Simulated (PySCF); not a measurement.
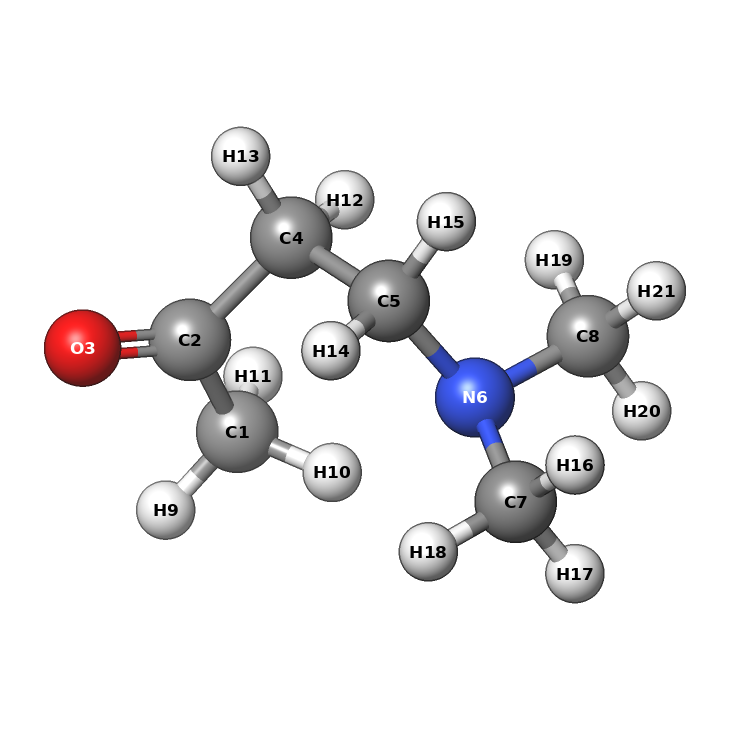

Computed geometry: GFN2-xTB optimisation. No frequency run is at hand to confirm it as a minimum. Electric field gradients from the ground-state density, PBE0/pcSseg-1 (PySCF 2.14.0), non-relativistic apart from any core potentials.

Give the largest field-gradient component, the quadrupole coupling constant and the asymmetry for 17O at O3 (Q = −25.6 mb), 14N at N6 (Q = 20.44 mb), 2H at H9 (Q = 2.86 mb), 2H at H10 (Q = 2.86 mb).

```
atom  V_zz (a.u.)  e²qQ/h (MHz)     η
  O3       −2.010         12.09  0.47
  N6       −1.278         −6.14  0.01
  H9        0.316         0.213  0.01
 H10        0.294         0.197  0.01
```
